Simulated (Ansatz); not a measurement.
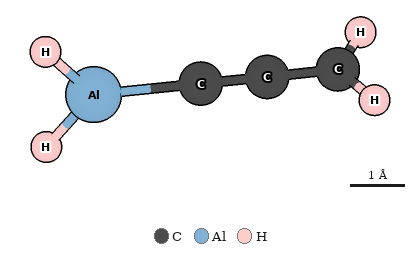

Figure 1. The input geometry (ball-and-stick view, seen at a tilt). Sticks mark near contacts. Bond lengths as drawn: Al–C 2.02 Å, Al–H 1.57 Å, C–C 1.25 to 1.33 Å and C–H 1.08 Å.

**Geometry relaxation, with input and output: C3H4Al (charge +1)**

The run: geometry relaxation of C3H4Al, charge +1, SMILES C=C=[C+][AlH2]. Method and program: RKS PBE0-D4/def2-TZVP (Ansatz 0.2.0).

Figures and captions count atoms from 1; the log counts them from 0 in places.

### What the program printed
```
Functional definition: PBE0
  name "PBE0"
  cite "Adamo & Barone, J. Chem. Phys. 110, 6158 (1999) doi:10.1063/1.478522"
  cite "Perdew, Burke & Ernzerhof, Phys. Rev. Lett. 77, 3865 (1996) doi:10.1103/PhysRevLett.77.3865"
  parent pbe
  parameter a = 0.25
  parameter kappa = 0.804
  parameter beta = 0.06672455060314922
  exchange = (1 - a)*pbe_x(kappa = kappa, mu = beta*pi^2/3) + a*exact_x
  correlation = pbe_c(beta = beta)
995 factors; their error is unknown
mean field evaluation 1: about -9715.7167 eV, gradient 9.2e1 eV
mean field evaluation 2: about -9131.0891 eV, gradient 3.1e2 eV
mean field evaluation 4: about -9753.5642 eV, gradient 2.2e1 eV
mean field evaluation 8: about -9755.7232 eV, gradient 4.8e-1 eV
mean field evaluation 16: about -9755.7359 eV, gradient 5.2e-5 eV
mean field -9755.73593574 eV, -358.5166829632 hartree, gradient 2.5e-5 eV, S^2 0.000000; 0 other end points of the search recorded, 0 dependent functions left out
the calculation of the forces begins
reference -9755.73597107 eV, -358.5166842616 hartree; 17, 17 occupied and 137, 137 virtual orbitals, 995 factors
relax step   1: F+E_penalty+E_count = -9755.82624786 eV  Δ(F+E_penalty+E_count) = +0.000e0 eV  max|allowed force component| = 5.816e-1 eV/Å  Δτ_max = 0.0000 Å  (30 SCF iters, accepted)
these checks for a lower state are left out or cut short: starts, cluster_reference, orbital_swaps, neighbouring_geometries, increment
995 factors; their error is unknown
mean field -9755.96175858 eV, -358.5249817994 hartree, gradient 2.1e-5 eV, S^2 0.000000; 0 other end points of the search recorded, 0 dependent functions left out
the calculation of the forces begins
reference -9755.96179400 eV, -358.5249831012 hartree; 17, 17 occupied and 137, 137 virtual orbitals, 995 factors
relax step   2: F+E_penalty+E_count = -9756.05281125 eV  Δ(F+E_penalty+E_count) = -2.266e-1 eV  max|allowed force component| = 3.865e-1 eV/Å  Δτ_max = 0.1954 Å  (33 SCF iters, accepted)
these checks for a lower state are left out or cut short: starts, cluster_reference, orbital_swaps, neighbouring_geometries, increment
995 factors; their error is unknown
mean field evaluation 32: about -9755.9647 eV, gradient 2.6e-5 eV
mean field -9755.96472721 eV, -358.5250908945 hartree, gradient 2.6e-5 eV, S^2 0.000000; 0 other end points of the search recorded, 0 dependent functions left out
the calculation of the forces begins
reference -9755.96476196 eV, -358.5250921717 hartree; 17, 17 occupied and 137, 137 virtual orbitals, 995 factors
relax step   3: F+E_penalty+E_count = -9756.05789622 eV  Δ(F+E_penalty+E_count) = -5.085e-3 eV  max|allowed force component| = 7.301e-1 eV/Å  Δτ_max = 0.1566 Å  (33 SCF iters, accepted)
these checks for a lower state are left out or cut short: starts, cluster_reference, orbital_swaps, neighbouring_geometries, increment
995 factors; their error is unknown
mean field -9755.98367882 eV, -358.5257873535 hartree, gradient 1.6e-5 eV, S^2 0.000000; 0 other end points of the search recorded, 0 dependent functions left out
the calculation of the forces begins
reference -9755.98371353 eV, -358.5257886291 hartree; 17, 17 occupied and 137, 137 virtual orbitals, 995 factors
relax step   4: F+E_penalty+E_count = -9756.07652741 eV  Δ(F+E_penalty+E_count) = -1.863e-2 eV  max|allowed force component| = 3.418e-1 eV/Å  Δτ_max = 0.0703 Å  (35 SCF iters, accepted)
these checks for a lower state are left out or cut short: starts, cluster_reference, orbital_swaps, neighbouring_geometries, increment
995 factors; their error is unknown
mean field -9755.89166367 eV, -358.5224058591 hartree, gradient 2.1e-5 eV, S^2 0.000000; 0 other end points of the search recorded, 0 dependent functions left out
the calculation of the forces begins
reference -9755.89169877 eV, -358.5224071487 hartree; 17, 17 occupied and 137, 137 virtual orbitals, 995 factors
relax step   5: F+E_penalty+E_count = -9755.98421624 eV  Δ(F+E_penalty+E_count) = +9.231e-2 eV  max|allowed force component| = 1.491e0 eV/Å  Δτ_max = 0.1190 Å  (32 SCF iters, rejected (line search))
these checks for a lower state are left out or cut short: starts, cluster_reference, orbital_swaps, neighbouring_geometries, increment
995 factors; their error is unknown
mean field -9756.02429855 eV, -358.5272801008 hartree, gradient 2.6e-5 eV, S^2 0.000000; 0 other end points of the search recorded, 0 dependent functions left out
the calculation of the forces begins
reference -9756.02433346 eV, -358.5272813839 hartree; 17, 17 occupied and 137, 137 virtual orbitals, 995 factors
relax step   6: F+E_penalty+E_count = -9756.11644167 eV  Δ(F+E_penalty+E_count) = -3.991e-2 eV  max|allowed force component| = 7.832e-2 eV/Å  Δτ_max = 0.0593 Å  (35 SCF iters, accepted)
these checks for a lower state are left out or cut short: starts, cluster_reference, orbital_swaps, neighbouring_geometries, increment
995 factors; their error is unknown
mean field -9756.02521650 eV, -358.5273138349 hartree, gradient 1.3e-5 eV, S^2 0.000000; 0 other end points of the search recorded, 0 dependent functions left out
the calculation of the forces begins
reference -9756.02525144 eV, -358.5273151189 hartree; 17, 17 occupied and 137, 137 virtual orbitals, 995 factors
relax step   7: F+E_penalty+E_count = -9756.11727716 eV  Δ(F+E_penalty+E_count) = -8.355e-4 eV  max|allowed force component| = 1.544e-2 eV/Å  Δτ_max = 0.0206 Å  (34 SCF iters, accepted)
these checks for a lower state are left out or cut short: starts, cluster_reference, orbital_swaps, neighbouring_geometries, increment
995 factors; their error is unknown
mean field evaluation 64: about -9756.0252 eV, gradient 1.6e-4 eV
mean field -9756.02524097 eV, -358.5273147342 hartree, gradient 1.3e-5 eV, S^2 0.000000; 0 other end points of the search recorded, 0 dependent functions left out
the calculation of the forces begins
reference -9756.02527591 eV, -358.5273160183 hartree; 17, 17 occupied and 137, 137 virtual orbitals, 995 factors
relax step   8: F+E_penalty+E_count = -9756.11729656 eV  Δ(F+E_penalty+E_count) = -1.940e-5 eV  max|allowed force component| = 6.162e-3 eV/Å  Δτ_max = 0.0058 Å  (34 SCF iters, accepted)
these checks for a lower state are left out or cut short: starts, cluster_reference, orbital_swaps, neighbouring_geometries, increment
995 factors; their error is unknown
mean field -9756.02524706 eV, -358.5273149582 hartree, gradient 1.3e-5 eV, S^2 0.000000; 0 other end points of the search recorded, 0 dependent functions left out
the calculation of the forces begins
reference -9756.02528201 eV, -358.5273162423 hartree; 17, 17 occupied and 137, 137 virtual orbitals, 995 factors
relax step   9: F+E_penalty+E_count = -9756.11730301 eV  Δ(F+E_penalty+E_count) = -6.454e-6 eV  max|allowed force component| = 3.525e-4 eV/Å  Δτ_max = 0.0034 Å  (35 SCF iters, accepted)
995 factors; their error is unknown
mean field evaluation 96: about -9756.0252 eV, gradient 7.7e-4 eV
```

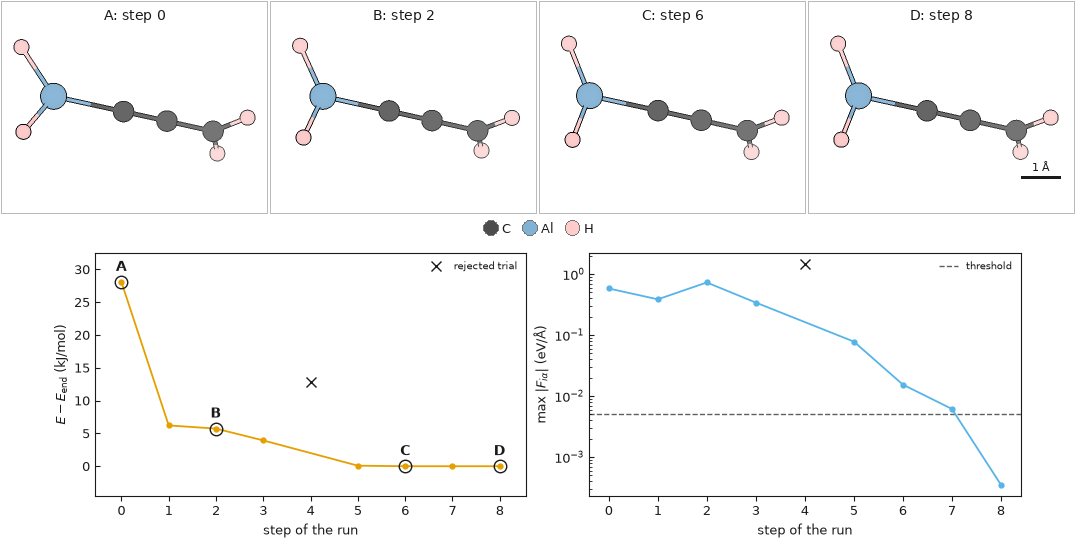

Figure 2. Frames of the relaxation (ball-and-stick view, seen at a tilt) above the curves, on which the letters mark them (the first geometry is step 0 here and step 1 in the log).

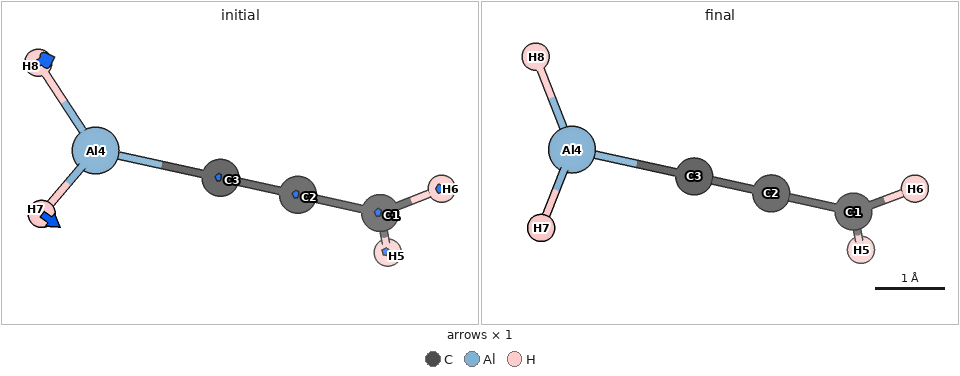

Figure 3. Before (left) and after (right) the relaxation, at one scale (ball-and-stick view, seen at a tilt). The blue arrows give the displacements, at true length. The largest move after the best rigid fit is that of H7, 0.35 Å. By element the largest moves are H 0.35 Å, C 0.11 Å, Al 0.06 Å. Among the contacts that change: C3–Al4 2.018 → 1.978 Å, C1–H5 1.084 → 1.089 Å, C2–C3 1.252 → 1.247 Å. Among the angles that change: H7–Al4–H8 110.1° → 139.4°, C3–Al4–H7 125.0° → 110.3°. The energy falls by 28.1 kJ/mol in 8 geometry steps. Largest force component: 0.58 eV/Å at the start, 0.00035 eV/Å at the end. The line search rejected the trial step at point 4 (counted from 0) and went back. (Atoms are counted from 1 in the order of the input.)

```
mean field -9756.02524706 eV, -358.5273149582 hartree, gradient 1.3e-5 eV, S^2 0.000000; 1 other end points of the search recorded, 0 dependent functions left out
the calculation of the forces begins
reference -9756.02528201 eV, -358.5273162423 hartree; 17, 17 occupied and 137, 137 virtual orbitals, 995 factors
Total energy: -9756.11733795 eV, -358.5306992360 hartree
Atom 0 at    -0.018105     2.183692     0.197819 Å, force    -0.000258     0.000044    -0.000076 eV/Å
Atom 1 at    -0.007915     0.859236     0.078798 Å, force     0.000323    -0.000197    -0.000002 eV/Å
Atom 2 at     0.002070    -0.382366    -0.033246 Å, force     0.000056     0.000209    -0.000151 eV/Å
Atom 3 at     0.019452    -2.352037    -0.212986 Å, force     0.000015    -0.000005    -0.000064 eV/Å
Atom 4 at    -0.774172     2.783324    -0.307633 Å, force    -0.000033     0.000033     0.000166 eV/Å
Atom 5 at     0.729457     2.695104     0.803034 Å, force    -0.000088    -0.000039     0.000107 eV/Å
Atom 6 at     0.898668    -2.777035    -1.437011 Å, force    -0.000028    -0.000353     0.000016 eV/Å
Atom 7 at    -0.849455    -3.009917     0.911225 Å, force     0.000012     0.000307     0.000004 eV/Å
Dipole moment:    -0.005457     0.669838     0.060580 e Å
```

### Trajectory as extended XYZ (Å, eV, eV/Å), 9 frames, from step=1 to step=9
```
8
Properties=species:S:1:pos:R:3:forces:R:3 step=1 energy=-9755.82625
C    -0.0188    2.2912    0.2086    0.0164  -0.2242  -0.0099
C    -0.0026    0.9634    0.0904   -0.0183  -0.5179  -0.0553
C     0.0039   -0.2831   -0.0241    0.0152  -0.0974  -0.0094
Al    0.0192   -2.2930   -0.2090   -0.0012  -0.3596  -0.0266
H    -0.7538    2.8906   -0.3164   -0.1599   0.0629  -0.1101
H     0.7015    2.8083    0.8324    0.1535   0.0406   0.1140
H     0.7770   -3.0883   -1.3299    0.2585   0.5816  -0.3016
H    -0.7264   -3.2891    0.7480   -0.2642   0.5140   0.3989
8
Properties=species:S:1:pos:R:3:forces:R:3 step=2 energy=-9756.05281
C    -0.0189    2.2378    0.2043    0.0174  -0.1653  -0.0188
C    -0.0028    0.9085    0.0851   -0.0198  -0.0253  -0.0076
C     0.0044   -0.3345   -0.0293    0.0111  -0.1121  -0.0076
Al    0.0194   -2.3268   -0.2118    0.0020  -0.3771  -0.0341
H    -0.7587    2.8408   -0.3196   -0.0475  -0.0354  -0.0255
H     0.7080    2.7578    0.8262    0.0421  -0.0425   0.0235
H     0.8534   -2.9314   -1.4177   -0.0577   0.3711   0.1200
H    -0.8048   -3.1521    0.8628    0.0525   0.3865  -0.0499
8
Properties=species:S:1:pos:R:3:forces:R:3 step=3 energy=-9756.05790
C    -0.0086    2.1640    0.1842   -0.2061   0.7261   0.2514
C    -0.0013    0.8526    0.0715    0.0445   0.0867  -0.0518
C     0.0049   -0.3788   -0.0361    0.0071  -0.0907  -0.0145
Al    0.0185   -2.2836   -0.2063    0.0015  -0.7301  -0.0617
H    -0.7990    2.7538   -0.2801    0.0900   0.0520  -0.0626
H     0.7392    2.6721    0.7897    0.0619   0.0761  -0.0506
H     0.8807   -2.7818   -1.3832    0.2513  -0.0260  -0.3453
H    -0.8345   -2.9983    0.8603   -0.2502  -0.0942   0.3351
8
Properties=species:S:1:pos:R:3:forces:R:3 step=4 energy=-9756.07653
C    -0.0069    2.1824    0.1818   -0.1257  -0.2852   0.1020
C    -0.0040    0.8603    0.0697    0.0669   0.3237  -0.0590
C     0.0009   -0.3746   -0.0317   -0.0835  -0.1881   0.0928
Al    0.0054   -2.3065   -0.1895   -0.0107  -0.3265  -0.0129
H    -0.7976    2.7433   -0.3090    0.0979   0.3036   0.0142
H     0.7580    2.6514    0.7931   -0.0080   0.3267  -0.0408
H     0.8831   -2.7118   -1.3894    0.2454  -0.0919  -0.3418
H    -0.8389   -3.0445    0.8750   -0.1821  -0.0623   0.2454
8
Properties=species:S:1:pos:R:3:forces:R:3 step=5 energy=-9755.98422 accepted=F
C    -0.0752    2.1650    0.2777    0.9875   0.7994  -1.4912
C    -0.0425    0.8478    0.1274   -0.2776   0.0687   0.4000
C    -0.0158   -0.3880   -0.0081   -0.0235  -0.0060   0.0303
Al    0.0231   -2.3250   -0.2161    0.0374  -0.2828  -0.0733
H    -0.7399    2.7745   -0.3671   -0.0457  -0.3049   0.7792
H     0.7838    2.6878    0.7352   -0.6570  -0.2149   0.3314
H     0.9033   -2.7463   -1.4315    0.0691  -0.0135  -0.0978
H    -0.8369   -3.0157    0.8825   -0.0901  -0.0459   0.1214
8
Properties=species:S:1:pos:R:3:forces:R:3 step=6 energy=-9756.11644
C    -0.0143    2.1837    0.1930   -0.0263  -0.0168   0.0053
C    -0.0087    0.8587    0.0815    0.0056   0.0693  -0.0012
C    -0.0036   -0.3823   -0.0230   -0.0099  -0.0783   0.0057
Al    0.0144   -2.3489   -0.2061    0.0026  -0.0092  -0.0035
H    -0.7729    2.7769   -0.3191    0.0596   0.0211   0.0384
H     0.7361    2.6893    0.8007   -0.0377   0.0360  -0.0349
H     0.8961   -2.7479   -1.4347    0.0195  -0.0186  -0.0270
H    -0.8472   -3.0294    0.9076   -0.0134  -0.0035   0.0171
8
Properties=species:S:1:pos:R:3:forces:R:3 step=7 energy=-9756.11728
C    -0.0171    2.1838    0.1964   -0.0010  -0.0043  -0.0006
C    -0.0096    0.8590    0.0812    0.0003  -0.0134  -0.0010
C    -0.0013   -0.3830   -0.0283    0.0003   0.0154   0.0005
Al    0.0181   -2.3520   -0.2112   -0.0013  -0.0031   0.0015
H    -0.7718    2.7832   -0.3112   -0.0004   0.0029   0.0008
H     0.7315    2.6951    0.8003    0.0004   0.0032   0.0009
H     0.8988   -2.7681   -1.4372    0.0009  -0.0024  -0.0011
H    -0.8487   -3.0179    0.9099    0.0007   0.0018  -0.0010
8
Properties=species:S:1:pos:R:3:forces:R:3 step=8 energy=-9756.11730
C    -0.0177    2.1837    0.1973   -0.0001   0.0010   0.0004
C    -0.0085    0.8591    0.0798   -0.0001   0.0047   0.0002
C     0.0008   -0.3825   -0.0313    0.0003  -0.0062  -0.0010
Al    0.0189   -2.3521   -0.2123    0.0002   0.0012  -0.0001
H    -0.7740    2.7833   -0.3078    0.0000  -0.0003  -0.0004
H     0.7310    2.6954    0.8008   -0.0002  -0.0002   0.0007
H     0.8994   -2.7738   -1.4366   -0.0002  -0.0008  -0.0003
H    -0.8499   -3.0131    0.9101    0.0001   0.0007   0.0004
8
Properties=species:S:1:pos:R:3:forces:R:3 step=9 energy=-9756.11730
C    -0.0181    2.1837    0.1978   -0.0003   0.0000  -0.0001
C    -0.0079    0.8592    0.0788    0.0003  -0.0002   0.0000
C     0.0021   -0.3824   -0.0332    0.0001   0.0002  -0.0002
Al    0.0195   -2.3520   -0.2130    0.0000   0.0000  -0.0001
H    -0.7742    2.7833   -0.3076    0.0000   0.0000   0.0002
H     0.7295    2.6951    0.8030   -0.0001   0.0000   0.0001
H     0.8987   -2.7770   -1.4370    0.0000  -0.0004   0.0000
H    -0.8495   -3.0099    0.9112    0.0000   0.0003   0.0000
```

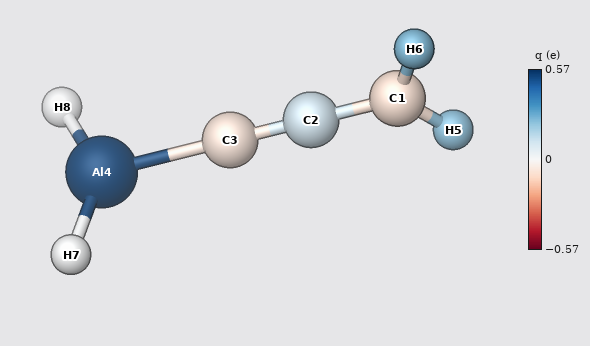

Figure 4. Mulliken charges, as the colour of each atom (ball-and-stick view, seen at a tilt; atoms are numbered from 1 in the order of the input). By element: C −0.08 to +0.11, Al +0.54 and H +0.01 to +0.24 e.

This output came from the following input.

### Input
```yaml
crystal:
  periodic: [false, false, false]
  atoms:
    - {symbol: C, position_ang: [-0.018830, 2.291190, 0.208590]}
    - {symbol: C, position_ang: [-0.002560, 0.963370, 0.090420]}
    - {symbol: C, position_ang: [0.003890, -0.283090, -0.024070]}
    - {symbol: Al, position_ang: [0.019160, -2.293020, -0.209040]}
    - {symbol: H, position_ang: [-0.753760, 2.890580, -0.316380]}
    - {symbol: H, position_ang: [0.701500, 2.808350, 0.832420]}
    - {symbol: H, position_ang: [0.776990, -3.088320, -1.329910]}
    - {symbol: H, position_ang: [-0.726390, -3.289060, 0.747970]}
basis:
  gaussian: {orbitals: def2-TZVP}
total_charge: 1
hamiltonian: {xc: pbe0, dispersion: d4}
relax: {f_tol: 0.005, max_steps: 200}
```

Run as:
```bash
ansatz run in.yaml --threads 2 --pin off --events-out ev --progress --plain --max-ram 4352MiB
```

### Summary

- outcome: converged
- total energy: −9756.1173 eV
- mean-field energy: −9756.0253 eV
- dispersion energy: −0.0921 eV
- SCF solution under orbital rotations: stable
- largest force (length of the vector) at the end: under 0.001 eV/Å
- hardware: 2 threads of Arm Neoverse V1, 23 GiB of memory available, shared host
- wall time: 27 s (CPU time 51 s)
- peak memory: 0.29 GiB
